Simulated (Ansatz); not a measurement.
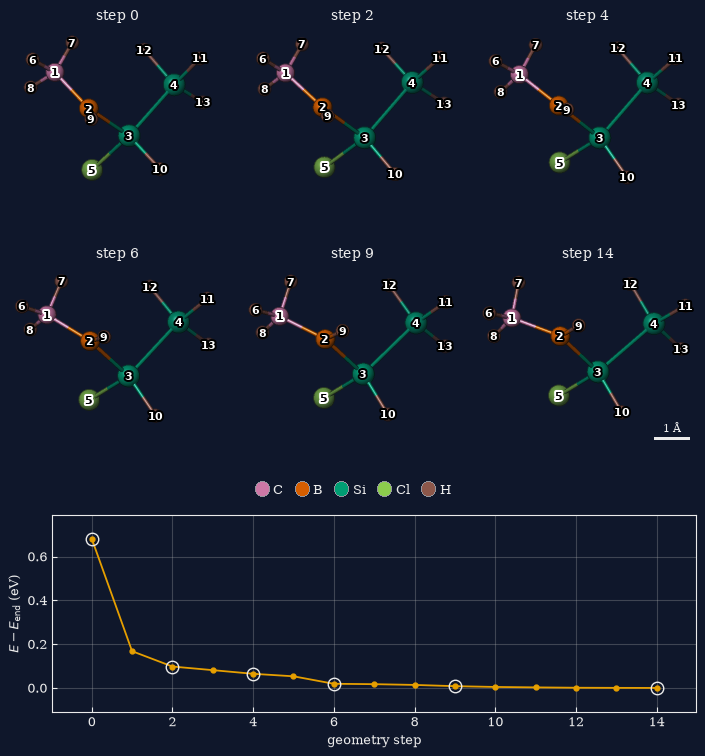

Frames of a relaxation of CH₈BClSi₂ (coarse preliminary run), marked on the history of the run. Style: ball-and-stick. Shown at a tilt.

The start comes from a force field.

Computed with RKS PBE-D4/def2-SVP in Ansatz 0.2.0. (force threshold 0.03 eV/Å; at most 200 steps)

**What happens along the run?**

The energy falls by 0.682 eV in 14 geometry steps. The largest force component goes from 2.6 to 0.028 eV/Å. H9 moves most after the best rigid fit: 1.06 Å. Largest moves by element: H 1.06 Å, C 0.46 Å, Cl 0.42 Å, B 0.31 Å, Si 0.29 Å. Among the contacts that change: Si3–Si4 2.214 → 2.363 Å, Si4–H13 1.384 → 1.505 Å, B2–Si3 1.914 → 2.011 Å, B2–H9 1.146 → 1.222 Å. Among the angles between lasting bonds that change: B2–C1–H7 112.0° → 103.3°, B2–C1–H8 109.8° → 115.5°, H6–C1–H8 106.1° → 111.1°. Groups turn about B2–Si3 by about 45°, C1–B2 by about 35°. From step 0 to 2: H13 moves most (0.21 Å), energy −0.584 eV. From step 2 to 4: H9 moves most (0.23 Å), energy −0.033 eV. From step 4 to 6: H9 moves most (0.38 Å), energy −0.046 eV. From step 6 to 9: H9 moves most (0.22 Å), energy −0.011 eV. From step 9 to 14: H7 moves most (0.21 Å), energy −0.008 eV.

| step | E − E(0), eV | largest force component, eV/Å |
| --- | --- | --- |
| 0 | 0.0000 | 2.6334 |
| 1 | -0.5139 | 0.7656 |
| 2 | -0.5840 | 0.1701 |
| 3 | -0.6004 | 0.1234 |
| 4 | -0.6171 | 0.1934 |
| 5 | -0.6286 | 0.4594 |
| 6 | -0.6628 | 0.1176 |
| 7 | -0.6645 | 0.1288 |
| 8 | -0.6679 | 0.2475 |
| 9 | -0.6736 | 0.1666 |
| 10 | -0.6772 | 0.1224 |
| 11 | -0.6791 | 0.1346 |
| 12 | -0.6808 | 0.0777 |
| 13 | -0.6813 | 0.0519 |
| 14 | -0.6817 | 0.0276 |
